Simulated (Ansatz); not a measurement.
# Quasiparticle gap of SrTiO3 (I4/mcm), part 2 of 2

Aim: the quasiparticle gap of SrTiO3 (I4/mcm), starting from PBE.

Ansatz 0.2.0; PBE, then G0W0 on it, plane waves, PAW. Known limits of the many-body steps: finite bands, screening cutoff and k mesh; no spin-orbit coupling in G0W0.

So far. Step 2 (Bands along the symmetry lines): Over mesh and path the gap is 1.908 eV, direct, at k = Γ. The pressure in this cell is 5 GPa; the cell is kept.

In doubt: masses and optical values from hybrid runs of this build are listed as unsure (in some of the runs), which bears on the screening that GW takes from such a start.

**3. One-shot GW**

G0W0 replaces the xc potential by a self-energy built once from the orbitals of the start. Levels are corrected in the window of bands that the input names, at points of the mesh.

This step: G0W0 on PBE, plane waves, PAW.

The input, input.yaml:

```yaml
crystal:
  lattice:
    - [-2.7555, 2.7555, 3.898]
    - [2.7555, -2.7555, 3.898]
    - [2.7555, 2.7555, -3.898]
  atoms:
    - { symbol: Sr, position: [0.75, 0.25, 0.5] }
    - { symbol: Sr, position: [0.25, 0.75, 0.5] }
    - { symbol: Ti, position: [0.0, 0.0, 0.0] }
    - { symbol: Ti, position: [0.5, 0.5, 0.0] }
    - { symbol: O, position: [0.25, 0.25, 0.0] }
    - { symbol: O, position: [0.75, 0.75, 0.0] }
    - { symbol: O, position: [0.7451, 0.2451, 0.9902] }
    - { symbol: O, position: [0.2451, 0.2549, 0.5] }
    - { symbol: O, position: [0.2549, 0.7549, 0.0098] }
    - { symbol: O, position: [0.7549, 0.7451, 0.5] }
kpoints:
  mp_grid: { grid: [4, 4, 4] }
hamiltonian:
  xc: pbe
  pseudopotentials: { kind: paw, source: ansatz }
scf:
  occupations: { method: fixed }
gw:
  n_empty_bands: 1991
  ecut_chi: 380
  qp_bands: [v3, c3]
  qp_kpoints: band_edges
  screening: { model: contour_deformation }
```

Run with:

```bash
ansatz run input.yaml --threads 4 --pin off --max-ram 138240MiB --backend cuda --events-out ev --progress --plain --runs-dir out --devices 1 --max-vram 26GiB
```

Numbers of over 12 decimals in the logs are rounded to 6 here.

The log of the run:

```text
GPUs: using 1 of 1 available (devices: 1).
[...]
GPU FFT provider: cuFFT
GPU libraries: cuBLAS 13.8.2, cuFFT 12.4.0, cuSOLVER 12.3.4
Crystal: 10 atoms, lattice volume = 118.387 Å³
Basis set: ecut = 930 eV, 7631 PW (Γ)
Bands: 50, of which v1, the nominal top of the filled ones, is band 40 counted from 1 (39 counted from 0)
Symmetry: 16 space group operations
[...]
k-points: 13 of 64
[...]
GPU buffer pool allocated for 262144 grid points (all kernels)
[...]
SCF iter   1: F=—  HF=-15514.151118 eV  |F-HF|=—  |Δ(HF+E_count)|=         —  Δρ=8.98e-2  dr2=1.40e1  ethr=3.10e-3  ⟨swp⟩=5.0  Hψ=2186  notcnv=0  defer=77
[...]
SCF iter  10: F=-15510.198051 eV  HF=-15510.198051 eV  |F-HF|=3.90e-9  |Δ(HF+E_count)|=   7.65e-7  Δρ=7.62e-6  dr2=8.52e-8  ethr=1.25e-10  ⟨swp⟩=10.5  Hψ=3194  notcnv=0
SCF 1 converged in 10 iterations: F = -15510.198051 eV  dr2 = 8.52e-8
[...]
NSCF: frozen V_eff on 13 k-points
the band table was solved once the SCF had ended and its energy, with any forces and stress, was formed, with the checks that follow a solve (2555 applications of the Hamiltonian). They found nothing against the state; the energy, forces and stress were not computed again (output.eigenvalues in the input reference)
[...]
G₀W₀ screening: q 1/13
[... further progress lines ...]
[...]
SCF converged after 10 iterations
Free energy (F): -15510.198051 eV
[...]
Internal energy: -15510.198051 eV  (E = F + TS)
E sigma→0 (E₀):  -15510.198051 eV
Fermi energy:    10.058875 eV
[...]
--- Band table (eV; the first three rows and the last of 13) ---
  k-point 0: bands = [... 36 lower, 9.7183, 10.0530, 10.0589, 10.0589, 11.9536, 11.9536, 11.9543, 14.4169, ... 6 higher]
  k-point 1: bands = [... 36 lower, 9.3908, 9.4751, 9.4752, 10.0166, 12.0348, 13.0200, 13.0212, 14.1827, ... 6 higher]
  k-point 2: bands = [... 36 lower, 8.5019, 9.3404, 9.3407, 9.9740, 12.1205, 13.8926, 13.8933, 13.9003, ... 6 higher]
  k-point 12: bands = [... 36 lower, 8.4974, 9.3427, 9.3427, 9.9731, 12.1221, 13.8762, 13.8762, 13.9218, ... 6 higher]
--- G₀W₀: contour deformation, 7 samples at zero and on the imaginary axis and 2 off it, 64 q-points, 1991 empty bands' worth ---
  eigenvalues of the whole cell's RPA ε∞ on this k-mesh (on a slab, of 1 + 4πα/V) = 6.1255, 6.1255, 6.1260; static W/v taken at q = 0 is 0.163247
  bands read: the sum over 2031 bands ends inside a degenerate multiplet in 3 slots, whose members it reads at an even weight; the widest, k=0: bands 2031 to 2032 (counted from 1) at 1/2 each
  gw.qp_kpoints: band_edges: 11 of 13 stored k-points solved, in 1 pass; an edge of the gap read off the rows below is read off those points alone
    valence top: of the k-points left out ik 10 came nearest to being solved in a further pass, in band 40 (counted from 1, as in the quasiparticle table): it holds the edge there only if its correction is more favourable than any solved in that band by at least 0.524 eV; those differ by 0.017 eV
    conduction bottom: of the k-points left out ik 10 came nearest to being solved in a further pass, in band 41 (counted from 1, as in the quasiparticle table): it holds the edge there only if its correction is more favourable than any solved in that band by at least 1.010 eV; those differ by 0.045 eV
    ik  band        ε_KS         Σx   Σc(E_QP)       V_xc       Z   E_QP_lin       E_QP  E_QP is
     0    38     10.0530   -26.0701     4.2102   -21.0086  0.7131     9.1854     9.2016  root
     0    39     10.0589   -26.0813     4.2077   -21.0228  0.7132     9.1919     9.2081  root
     0    40     10.0589   -26.0813     4.2077   -21.0228  0.7132     9.1919     9.2081  root
     0    41     11.9536   -12.6444    -6.8152   -20.2731  0.7367    12.7796    12.7671  root
     0    42     11.9536   -12.6444    -6.8152   -20.2731  0.7367    12.7796    12.7671  root
     0    43     11.9543   -12.6398    -6.8204   -20.2744  0.7367    12.7811    12.7686  root
     1    38      9.4751   -26.1081     3.9576   -21.2750  0.7213     8.5828     8.5996  root
     1    39      9.4752   -26.1092     3.9577   -21.2761  0.7213     8.5830     8.5997  root
     1    40     10.0166   -25.9926     4.2124   -20.9289  0.7129     9.1488     9.1653  root
     1    41     12.0348   -12.7897    -6.9381   -20.5563  0.7334    12.8766    12.8632  root
     1    42     13.0200   -14.2069    -6.8795   -21.8599  0.7121    13.8072    13.7935  root
     1    43     13.0212   -14.2097    -6.8802   -21.8634  0.7121    13.8084    13.7947  root
     2    38      9.3404   -26.0974     4.0605   -21.1447  0.7203     8.4301     8.4482  root
     2    39      9.3407   -26.0975     4.0606   -21.1446  0.7203     8.4303     8.4484  root
     2    40      9.9740   -25.9023     4.2151   -20.8359  0.7127     9.1060     9.1226  root
     2    41     12.1205   -12.9599    -7.0710   -20.8750  0.7298    12.9788    12.9645  root
     2    42     13.8926   -14.8646    -7.5437   -23.2042  0.6861    14.7078    14.6885  root
     2    43     13.8933   -14.8591    -7.5444   -23.1993  0.6860    14.7084    14.6891  root
     3    38      9.6549   -25.4896     4.2373   -20.3929  0.7106     8.7774     8.7955  root
     3    39      9.6565   -25.4962     4.2361   -20.4006  0.7107     8.7788     8.7969  root
     3    40      9.8671   -25.8822     4.2443   -20.7802  0.7114     8.9921     9.0093  root
     3    41     12.4924   -13.2911    -6.8999   -20.9905  0.7254    13.3052    13.2919  root
     3    42     12.5792   -13.4969    -6.8043   -21.0850  0.7236    13.3756    13.3628  root
     3    43     12.5801   -13.4999    -6.8049   -21.0886  0.7236    13.3767    13.3639  root
     4    38      8.8840   -24.5494     4.2667   -19.4243  0.7023     8.0035     8.0257  root
     4    39      9.0855   -25.5430     4.0322   -20.6730  0.7122     8.2299     8.2477  root
     4    40      9.7563   -25.6861     4.2463   -20.5805  0.7108     8.8792     8.8970  root
     4    41     12.6481   -13.6573    -6.9989   -21.4631  0.7195    13.4691    13.4551  root
     4    42     13.6796   -14.3292    -7.5008   -22.6344  0.6945    14.5023    14.4839  root
     4    43     13.6858   -14.3213    -7.4351   -22.5544  0.6953    14.5018    14.4838  root
     5    38      9.1545   -25.1941     4.2364   -20.1053  0.7064     8.2822     8.3021  root
     5    39      9.4353   -25.4600     4.3155   -20.2767  0.7070     8.5482     8.5675  root
     5    40      9.4353   -25.4600     4.3155   -20.2767  0.7070     8.5482     8.5675  root
     5    41     13.4570   -13.8306    -7.5699   -22.2223  0.7013    14.2972    14.2789  root
     5    42     13.4570   -13.8306    -7.5699   -22.2223  0.7013    14.2972    14.2789  root
     5    43     13.5084   -13.7811    -7.4352   -22.0230  0.7024    14.3326    14.3150  root
     7    38      8.7501   -25.7394     3.9473   -20.8979  0.7198     7.8363     7.8558  root
     7    39      9.4189   -25.1944     4.2225   -20.1133  0.7082     8.5412     8.5603  root
     7    40      9.4189   -25.1944     4.2225   -20.1133  0.7082     8.5412     8.5603  root
     7    41     13.0851   -14.1911    -7.1304   -22.1233  0.7085    13.9023    13.8869  root
[...]
11    38      8.7513   -25.7398     3.9477   -20.8980  0.7198     7.8376     7.8572  root
    11    39      9.4201   -25.1956     4.2226   -20.1145  0.7082     8.5424     8.5615  root
    11    40      9.4207   -25.1992     4.2225   -20.1180  0.7082     8.5430     8.5620  root
    11    41     13.0849   -14.1917    -7.1297   -22.1231  0.7086    13.9022    13.8867  root
    11    42     13.0867   -14.1948    -7.1299   -22.1263  0.7085    13.9038    13.8883  root
    11    43     13.8941   -14.7749    -7.6102   -23.1885  0.6860    14.7172    14.6975  root
    12    38      9.3427   -26.0972     4.0605   -21.1448  0.7203     8.4326     8.4507  root
    12    39      9.3427   -26.0972     4.0605   -21.1448  0.7203     8.4326     8.4507  root
    12    40      9.9731   -25.9031     4.2152   -20.8364  0.7127     9.1050     9.1217  root
    12    41     12.1221   -12.9628    -7.0717   -20.8786  0.7297    12.9804    12.9661  root
    12    42     13.8762   -14.8369    -7.5615   -23.1982  0.6865    14.6952    14.6760  root
    12    43     13.8762   -14.8369    -7.5615   -23.1982  0.6865    14.6952    14.6760  root
```

Wall time 4.5 min (1 × NVIDIA H100 80GB HBM3 (shared by 3 runs) with 4 threads of AMD EPYC 7R13 (Zen 3), shared host); peak memory 14 GiB; 8.8 min of CPU time.

This step gave:

```yaml
bands_summed: 2031
rpa_eps_infinity_on_this_mesh_eigenvalues: 6.126, 6.126, 6.126
plane_waves_in_the_screening_matrix: 1989
q_points_in_the_mesh: 64
g0w0_gap_over_the_corrected_points: 3.559 eV
k_of_the_valence_top: 0, 0, 0
k_of_the_conduction_bottom: 0, 0, 0
starting_gap_on_the_mesh: 1.895 eV
z_at_the_valence_top: 0.7132
z_at_the_conduction_bottom: 0.7367
least_direct_g0w0_gap_over_the_corrected_points: 3.559 eV
```

Over 11 of 13 irreducible mesh points the G0W0 gap is 3.559 eV, direct, at k = Γ. The PBE gap of this run on the mesh is 1.895 eV. The two states that bound the G0W0 gap lie that far apart at the start, so the correction of the gap is 3.559 − 1.895 = +1.664 eV. The start of this run differs from the step before in mesh (6×6×6 and 4×4×4), files (soft_1 PAW and hard PAW) and plane-wave cutoff (420 eV and 930 eV).

Labels follow the order of the start: v1 is the top filled band, c1 the lowest empty one; levels that stay degenerate share a row, the window can cut a multiplet, doubted levels are not marked in this list, bands outside the window were not corrected, and the list may be a part of the corrected levels. The levels before and after the correction (eV, zero at the valence-band top of each column):

```
           conduction bottom  valence top
Kohn-Sham               1.89         0.00
     G0W0               3.56         0.00
```

```
             level  occupation  energy (eV)
Kohn-Sham     Γ v3           2       -0.006
Kohn-Sham  Γ v2-v1           2        0.000
Kohn-Sham  Γ c1-c3           0        1.895
     G0W0     Γ v3           2       -0.006
     G0W0  Γ v2-v1           2        0.000
     G0W0  Γ c1-c3           0        3.559
```

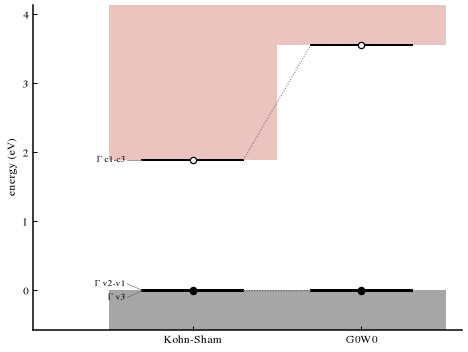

Levels before and after the correction. Shaded: valence and conduction bands. Filled marks are occupied levels, open marks empty ones.

The parts of the quasiparticle energy for the two states that bound the G0W0 gap, in eV on the run's own scale (QP = start + Σx + Σc − Vxc, with Σc at the quasiparticle energy):

```
             edge  k  band   start       Σx      Σc      Vxc      Z      QP
      valence top  Γ    39  10.059  −26.081   4.208  −21.023  0.713   9.208
conduction bottom  Γ    41  11.954  −12.644  −6.815  −20.273  0.737  12.767
```

**4. Spin-orbit coupling in PBE**

This run has two-component orbitals with spin-orbit coupling.

This step: DFT, PBE with spin-orbit coupling, plane waves, PAW; PAW set soft_1.

Changes to input.yaml since step 3:

```diff
@@ -17,13 +17,26 @@
 kpoints:
-  mp_grid: { grid: [4, 4, 4] }
+  mp_grid: { grid: [6, 6, 6] }
+  band_path:
+    path:
+      - [0.0, 0.0, 0.0]
+      - [0.0, 0.0, 0.5]
+      - [0.25, 0.25, 0.25]
+      - [0.0, 0.5, 0.0]
+      - [0.5, 0.5, -0.5]
+      - [0.37492725, 0.62507275, -0.37492725]
+      - [-0.37492725, 0.37492725, 0.37492725]
+      - [-0.24985449, 0.24985449, 0.5]
+    npoints: 1
 hamiltonian:
   xc: pbe
-  pseudopotentials: { kind: paw, source: ansatz }
+  pseudopotentials: { kind: paw_fr, azcp: { folder: soft_1 } }
 scf:
   occupations: { method: fixed }
-gw:
-  n_empty_bands: 1991
-  ecut_chi: 380
-  qp_bands: [v3, c3]
-  qp_kpoints: band_edges
-  screening: { model: contour_deformation }
+  n_extra_bands: 14
+magnetization:
+  noncollinear: true
+  spin_orbit: true
+output:
+  eigenvalues: true
+  forces: true
+  stress: true
```

The log of the run:

```text
[...]
GPUs: using 1 of 1 available (devices: 1).
[...]
non-collinear run that drives no moment, with spin-orbit: no starting moment large enough to seed its density (crystal.atoms[].spin), no starting occupations that ask for one, no magnetisation constraint and no magnetic field, so the semilocal B_xc is pinned to zero
[...]
GPU FFT provider: cuFFT
GPU libraries: cuBLAS 13.8.2, cuFFT 12.4.0, cuSOLVER 12.3.4
Crystal: 10 atoms, lattice volume = 118.387 Å³
Basis set: ecut = 420 eV, 2277 PW (Γ), exchange–correlation on 80×80×80 points (8 copies of the dense FFT grid, shifted against one another)
Bands: 94, of which v1, the nominal top of the filled ones, is band 80 counted from 1 (79 counted from 0)
Symmetry: 16 space group operations + 16 with time reversal
[...]
k-points: 30 of 216
Projection manifold: j_resolved (fully-relativistic pseudo-atomic orbitals)
[...]
GPU buffer pool allocated for 64000 grid points (all kernels)
[...]
SCF iter   1: F=—  HF=-15510.616449 eV  |F-HF|=—  |Δ(HF+E_count)|=         —  Δρ=4.99e-2  dr2=2.85e0  dr2_m=0.00e0 (ungated)  ethr=3.10e-3  |M|=0.00e0 ∫|m|=0.00e0 μB  |m|>n=0.0e0 m-floor=0.0e0 τ_xc=0.0e0  β_m=0.30  ⟨swp⟩=5.1  Hψ=6085  notcnv=0  defer=234
[...]
spin=Noncollinear: Resta preconditioning applied to the charge; magnetization (m_x, m_y, m_z) channels mix plain (no charge-response kernel on spin).
[...]
site 7: m = (+0.0000, +0.0000, +0.0000) μB, |m| = 0.0000 μB  (R = 0.80 Å)
  site 8: m = (+0.0000, +0.0000, +0.0000) μB, |m| = 0.0000 μB  (R = 0.80 Å)
  site 9: m = (+0.0000, +0.0000, +0.0000) μB, |m| = 0.0000 μB  (R = 0.80 Å)
Free energy (F): -15510.347155 eV
[...]
Internal energy: -15510.347155 eV  (E = F + TS)
E sigma→0 (E₀):  -15510.347155 eV
Fermi energy:    10.044557 eV
[...]
--- Forces (eV/Å), atoms counted from 1 ---
  atom   1  Sr     0.00000000     0.00000000     0.00000000
  atom   2  Sr     0.00000000     0.00000000     0.00000000
  atom   3  Ti    -0.00000000     0.00000000     0.00000000
  atom   4  Ti    -0.00000000     0.00000000     0.00000000
  atom   5  O     -0.00000000    -0.00000000     0.00000000
  atom   6  O      0.00000000     0.00000000     0.00000000
  atom   7  O     -0.01133650    -0.01133650     0.00000000
  atom   8  O      0.01133650    -0.01133650     0.00000000
  atom   9  O      0.01133650     0.01133650    -0.00000000
  atom  10  O     -0.01133650     0.01133650    -0.00000000
  max |Σ_I F_I| component: 1.73e-18 eV/Å
--- Stress (GPa, compression-positive) ---
        5.474507       0.000000      -0.000000
        0.000000       5.474507       0.000000
       -0.000000      -0.000000       5.463156
  P = ⅓ Tr σ = 5.4707 GPa (54.707 kbar)
--- Band table (eV; the first three rows and the last of 30) ---
  k-point 0: bands = [... 76 lower, 10.0410, 10.0410, 10.0446, 10.0446, 11.9372, 11.9372, 11.9377, 11.9377, ... 10 higher]
  k-point 1: bands = [... 76 lower, 9.7216, 9.7216, 10.0172, 10.0172, 11.9864, 11.9864, 12.5117, 12.5117, ... 10 higher]
  k-point 2: bands = [... 76 lower, 9.4090, 9.4090, 9.9741, 9.9741, 12.0699, 12.0699, 13.4446, 13.4446, ... 10 higher]
  k-point 29: bands = [... 76 lower, 9.3484, 9.3484, 9.9518, 9.9518, 12.1148, 12.1148, 13.8505, 13.8505, ... 10 higher]
[key lines of the parts left out:]
SCF converged after 10 iterations
Magnetization: |M| = 0.0000 μB,  M = (+0.0000, +0.0000, +0.0000) μB
```

The job ended after 8.7 s (1 × NVIDIA H100 80GB HBM3 (shared by 3 runs) with 4 threads; peak memory 1.1 GiB; 12 s of CPU time).

Numbers from this step:

```
pressure             : 5.471 GPa
gap                  : 1.893 eV
valence top at       : Γ
conduction bottom at : Γ
least direct gap     : 1.893 eV
```

Over mesh and listed points the gap is 1.893 eV, direct, at k = Γ. The pressure in this cell is 5 GPa; the cell is kept. PBE+SOC against PBE: 1.893 − 1.908 = −0.015 eV, with the same mesh, set of files (read in its fully relativistic form for the spin-orbit run) and cutoff, and both edges at the same k points. The spin-orbit run sees mesh and listed points alone, so its gap is an upper bound: the coupling can move an edge off these points, and the change over the zone, its sign included where it is small, is not known.

**5. Side by side**

Each gap is the least one over the points named; times are wall times on shared hosts, not benchmarks. A G0W0 time includes the run's own self-consistent start. Runs with listed points see these and the mesh alone, so an edge that moves elsewhere is missed. Rows marked * are further runs, not shown as steps, whose inputs differ from the G0W0 step on the same start in the columns given; solver thresholds can differ too.

```
    level   mesh       files, cutoff  bands summed, screening                            points  gap (eV)  valence top  conduction bottom  least direct gap (eV)     time
      PBE  6×6×6  soft_1 PAW, 420 eV                        -                     mesh and path     1.908            Γ                  Γ                  1.908    7.3 s
  PBE+SOC  6×6×6  soft_1 PAW, 420 eV                        -            mesh and listed points     1.893            Γ                  Γ                  1.893    8.7 s
G0W0@PBE*  4×4×4    hard PAW, 930 eV              350, 110 eV  11 of 13 irreducible mesh points     3.441            Γ                  Γ                  3.441     34 s
G0W0@PBE*  4×4×4    hard PAW, 930 eV              744, 190 eV  11 of 13 irreducible mesh points     3.489            Γ                  Γ                  3.489     69 s
G0W0@PBE*  4×4×4    hard PAW, 930 eV             1232, 270 eV  11 of 13 irreducible mesh points     3.529            Γ                  Γ                  3.529    2 min
 G0W0@PBE  4×4×4    hard PAW, 930 eV             2031, 380 eV  11 of 13 irreducible mesh points     3.559            Γ                  Γ                  3.559  4.5 min
G0W0@PBE*  6×6×6    hard PAW, 930 eV              350, 110 eV  28 of 30 irreducible mesh points     3.446            Γ                  Γ                  3.446  4.1 min
```

**6. Summary of results**

- PBE gap over mesh and path: 1.908 eV, direct, at k = Γ
- G0W0@PBE gap over 11 of 13 irreducible mesh points: 3.559 eV, direct, at k = Γ
- PBE+SOC gap over mesh and listed points: 1.893 eV
- estimated limit in bands and cutoff, on this mesh: 3.605 eV
- GW settings: 4×4×4 mesh, 1991 empty bands, screening to 380 eV, hard PAW files
- known limits: finite bands, screening cutoff and k mesh; no spin-orbit coupling in G0W0

Over 11 of 13 irreducible mesh points the G0W0 gap is 3.559 eV, direct, at k = Γ. The PBE gap of this run on the mesh is 1.895 eV. The two states that bound the G0W0 gap lie that far apart at the start, so the correction of the gap is 3.559 − 1.895 = +1.664 eV. The valence state moves by 9.208 − 10.059 = −0.851 eV and the conduction state by 12.767 − 11.954 = +0.813 eV, on the run's own scale; with 350 bands the edge states move by −0.268 and +1.278 eV, so the split between the edges depends on the bands and cutoff. Both edges that PBE shows over mesh and path lie at k points where levels were corrected. Levels at other points were not corrected, so a lower G0W0 gap elsewhere in the zone is not ruled out. From 350 bands and 110 eV to 2031 bands and 380 eV the gap moves by 3.559 − 3.441 = +0.118 eV (rung by rung 3.441, 3.489, 3.529, 3.559 eV); bands and screening cutoff rise together, so their parts are not told apart. A line in one over the bands through the two highest rungs gives 3.559 + (3.559 − 3.529) × 1232 / (2031 − 1232) = 3.605 eV, and through the pair below 3.529 + (3.529 − 3.489) × 744 / (1232 − 744) = 3.590 eV. The two agree within 0.03 eV and the same two states bound the gap in each rung, so 3.605 eV is taken as an estimate of the limit on this mesh. With the 6×6×6 mesh in place of the 4×4×4 mesh and all else as in the G0W0@PBE row with 350 bands, the gap differs by 3.446 − 3.441 = +0.005 eV, and that of the start by 1.897 − 1.895 = +0.002 eV. G0W0 on other starts in this series, not shown as steps and not all at these settings: 3.820 eV on HSE06 (4×4×4, hard PAW, 744 bands, 190 eV) and 4.083 eV on PBE0 (4×4×4, hard PAW, 744 bands, 190 eV). PBE+SOC against PBE: 1.893 − 1.908 = −0.015 eV, with the same mesh, set of files (read in its fully relativistic form for the spin-orbit run) and cutoff, and both edges at the same k points. The spin-orbit run sees mesh and listed points alone, so its gap is an upper bound: the coupling can move an edge off these points, and the change over the zone, its sign included where it is small, is not known. What spin-orbit coupling does to the G0W0 levels was not computed, so no sum with the G0W0 gap is formed. The G0W0 runs are scalar-relativistic. G0W0 is shown with one set of atomic data (hard PAW), so the error from the files is not known here.

[Paths, hosts, dates, memory and timing lines, banners, echoed tables and standing remarks are left out of the program output.]

[Logs are printed without paths, hosts, clocks, repeated set-up lines and the standing remarks that a program may print on its own settings, such as how far it seeks lower states.]

[Runs of the session that timed out or met a known fault of the program may be left out.]

[Cells called generated may have been cut or substituted from an entry of the Crystallography Open Database or the Materials Project.]

[Hosts, paths, dates, database ids (printed as entryN), source tags and the programs' standing remarks are cut or masked in the printed files.]

[Where an RPA ε∞ is given, it is that of the G0W0 mesh and is not shown converged in it. Names of k-points follow the symmetry that the program found, which can be lower than the space group named. Band edges on a path are those of the sampled points; other points can move an edge, and change direct to indirect where valleys lie close.]

[Hybrid gaps are those of their k-mesh and are not shown converged in it.]
